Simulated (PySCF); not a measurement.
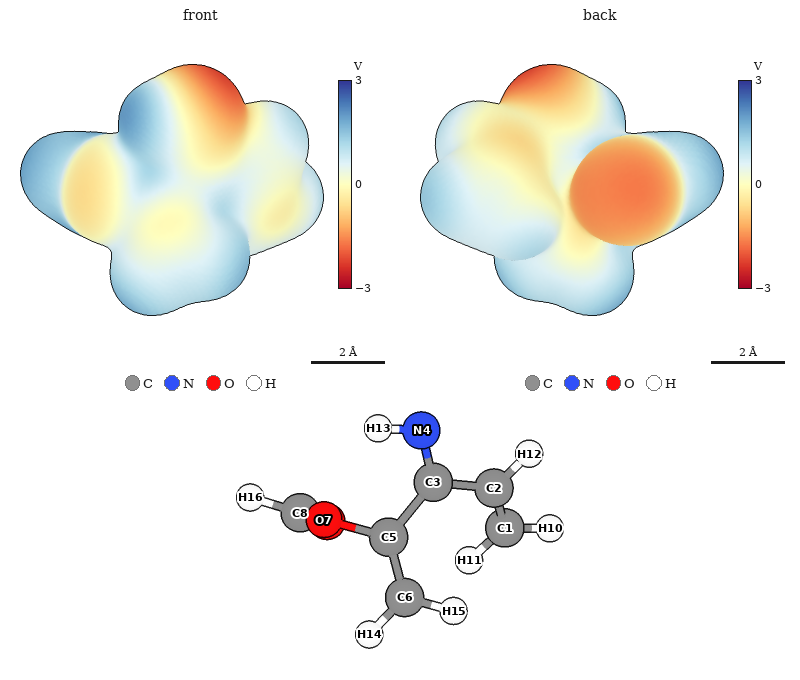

*C6H7NO2 (SMILES [H]/N=C(/C=C)C(=C)OC=O). The molecular electrostatic potential painted on the density surface at 0.004 e/bohr³, seen from the front and from behind; the colour scale runs from red (negative) to blue (positive). The bare structure is drawn below in the same view.*

Geometry: GFN2-xTB.

Computed with PBE0/pcSseg-1, SCF density, gas phase, non-relativistic in PySCF 2.14.0.

Input

```
{"job": {"kind": "nmr", "xc": "PBE0", "basis": "pcSseg-1", "pop": false}, "charge": 0, "multiplicity": 1}
C      1.295908     0.417143    -1.774546
C      1.475715    -0.600019    -0.942304
C      0.648458    -0.867041     0.232572
N      1.152152    -1.545552     1.175923
C     -0.740956    -0.330854     0.268898
C     -1.601009    -0.354930    -0.737070
O     -1.147469     0.118806     1.541099
C     -0.883479     1.382489     1.844170
O     -0.371348     2.194187     1.136156
H      1.969033     0.591753    -2.596639
H      0.493624     1.125328    -1.650338
H      2.321070    -1.266139    -1.039516
H      0.544751    -1.684016     1.981554
H     -2.611519    -0.001509    -0.620190
H     -1.316110    -0.749731    -1.694676
H     -1.228822     1.570085     2.874905
```

Run with:

```sh
OMP_NUM_THREADS=1 python ens_run.py task.json out
```

Which sites attract a positive test charge, and which a negative one?

A positive charge is drawn to the negative regions and a negative charge to the positive ones. The most negative region (about −2.1 V) lies over N4, the most positive (about +1.9 V) over H13 and H16. N4 is the likeliest acceptor of a hydrogen bond.
